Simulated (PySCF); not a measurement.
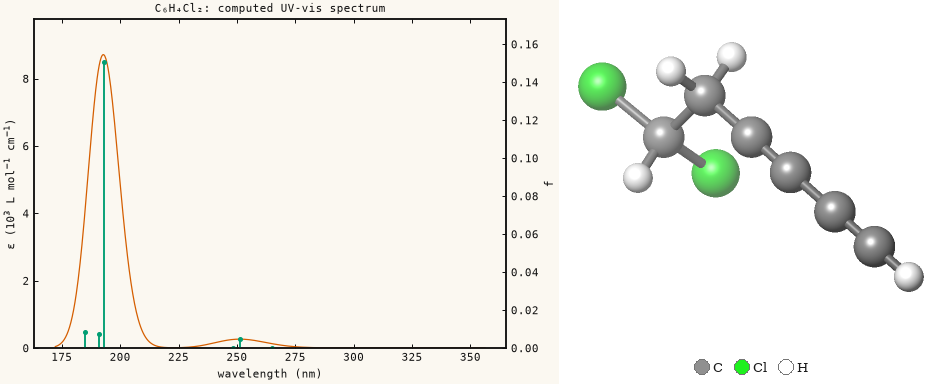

Computed absorption of C₆H₄Cl₂, SMILES C#CC#CCC(Cl)Cl. Vertical TDDFT excitations, PBE0/def2-SVPD in PySCF 2.14.0, at a GFN2-xTB geometry (no frequency check), gas phase. The lowest 6 singlet states are shown; each is broadened by a Gaussian of 1/e half-width 0.30 eV. Sticks give oscillator strengths (right axis).

Which of the computed transitions is the brightest, and what character does the calculation give it?

Answer. S4 at 6.42 eV (193 nm), f = 0.150, mainly HOMO−1 → LUMO+2 (53 %).

Where is the lowest singlet, and is it bright?

Answer. S1 lies at 4.68 eV (265 nm) with f = 0.000, mainly HOMO → LUMO (81 %); it is dark or nearly so.

List the transitions behind the spectrum.

Answer.
```tsv
state	E (eV)	λ (nm)	f	main character
S1	4.68	265	0.000	HOMO → LUMO (81 %)
S2	4.93	251	0.005	HOMO−1 → LUMO (51 %)
S3	5.00	248	0.000	HOMO−1 → LUMO+1 (86 %)
S4	6.42	193	0.150	HOMO−1 → LUMO+2 (53 %)
S5	6.49	191	0.008	HOMO → LUMO+2 (78 %)
S6	6.70	185	0.009	HOMO−2 → LUMO (78 %)
```

Note: the tight-binding geometry is rougher than a DFT one and adds to the error; one conformer of a flexible molecule; core orbitals are frozen in the response.
